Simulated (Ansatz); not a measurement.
# C2H5Al: vertical and adiabatic energies of changing the electron count from a Python script

Wanted for C2H5Al: vertical and adiabatic energies of changing the electron count.

All numbers are computed with Ansatz 0.2.0 through its Python package. Level of theory: CAM-B3LYP/cc-pVDZ.

**1. The system**

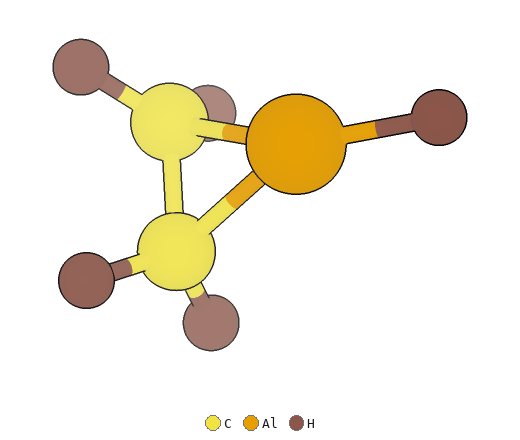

The structure that the script starts from, seen from a chosen angle (carbon yellow, aluminium amber, hydrogen brown).

Input file c2h5al.xyz:

```xyz
8

C    -0.67440    0.24550   -0.44450
C     0.70580    0.52970   -0.00390
Al   -0.15130   -1.03310    0.88240
H    -0.73400   -0.06690   -1.50370
H    -1.43860    1.05330   -0.12160
H     0.83530    1.46100    0.61490
H     1.49760    0.30970   -0.77510
H     0.05160   -2.55630    1.29570
```

**2. The script**

c2h5al.py

```python
"""Vertical and adiabatic ionisation of C2H5Al."""

import itertools

import ansatz as az
from ase.data import atomic_numbers, covalent_radii
import numpy as np

system = az.Crystal.molecule_from_extxyz("c2h5al.xyz")

job = system.calculation()
job = job.basis(gaussian="cc-pVDZ")
job = job.functional("CAM-B3LYP")
symbols = [site.symbol for site in system.cartesian_sites]
start = np.array([site.position_ang for site in system.cartesian_sites], dtype=float)
r = job.relax(force_tolerance=0.01, max_steps=100).run(threads=1, pin="off").report
end = np.array(r["positions_ang"])

minimum = az.Crystal.molecule()
for symbol, place in zip(symbols, end):
    minimum = minimum.atom(symbol, place.tolist())
ion = (
    minimum.calculation()
    .basis(gaussian="cc-pVDZ")
    .functional("CAM-B3LYP")
    .charge(1)
    .spin("collinear", total=1)
)
vertical = ion.run(threads=1, pin="off").report
settled = ion.relax(force_tolerance=0.01, max_steps=80).run(threads=1, pin="off").report
print(f"vertical ionisation energy   {vertical['free_energy_ev'] - r['free_energy_ev']:.3f} eV")
print(f"adiabatic, no zero point     {settled['free_energy_ev'] - r['free_energy_ev']:.3f} eV")
print(f"relaxation energy of the ion {vertical['free_energy_ev'] - settled['free_energy_ev']:.3f} eV")
ionised = np.array(settled["positions_ang"])
# pairs closer than 1.2 times the sum of covalent radii, before or after
radius = [covalent_radii[atomic_numbers[s]] for s in symbols]
span = lambda where, i, j: np.linalg.norm(where[i] - where[j])
bonded = [(i, j) for i, j in itertools.combinations(range(len(symbols)), 2) if min(span(end, i, j), span(ionised, i, j)) < 1.2 * (radius[i] + radius[j])]
print("pair        before    after (A)")
for i, j in bonded:
    print(f"{symbols[i]}{i}-{symbols[j]}{j}".ljust(10), f"{span(end, i, j):8.4f} {span(ionised, i, j):8.4f}")
```

**3. The input behind the calls**

The engine receives this input (first run):

```yaml
crystal:
  periodic: [false, false, false]
  atoms:
    - { symbol: C, position_ang: [-0.6744, 0.2455, -0.4445] }
    - { symbol: C, position_ang: [0.7058, 0.5297, -0.0039] }
    - { symbol: Al, position_ang: [-0.1513, -1.0331, 0.8824] }
    - { symbol: H, position_ang: [-0.734, -0.0669, -1.5037] }
    - { symbol: H, position_ang: [-1.4386, 1.0533, -0.1216] }
    - { symbol: H, position_ang: [0.8353, 1.461, 0.6149] }
    - { symbol: H, position_ang: [1.4976, 0.3097, -0.7751] }
    - { symbol: H, position_ang: [0.0516, -2.5563, 1.2957] }
basis:
  gaussian:
    orbitals: cc-pVDZ
hamiltonian:
  xc: cam_b3lyp
relax:
  f_tol: 0.01
  max_steps: 100
```

**4. Running it**

Run with:

```
$ python c2h5al.py
```

Q: Predict the main results. Wanted: vertical ionisation energy; adiabatic ionisation energy, no zero point.

**Answer**, as computed:

| quantity | value |
| --- | --- |
| vertical ionisation energy | 7.944 eV |
| adiabatic ionisation energy, no zero point | 7.207 eV |
| runs compared | 3 |

What this shows: The ionisation energy is a difference of two total energies at the neutral geometry; letting the ion relax lowers it by 0.74 eV. In CPU time, run 3 cost about 6.5 times as much as run 2. Run 1: The relaxation took 5 moves; the largest shift is 0.257 Å. Run 3: The relaxation took 5 moves; the largest shift is 0.163 Å. The energies are electronic: no zero-point or thermal terms, and the basis set is short of its limit. The product may relax into another structure. The relaxation finds the nearest minimum, so the adiabatic value is an upper bound.
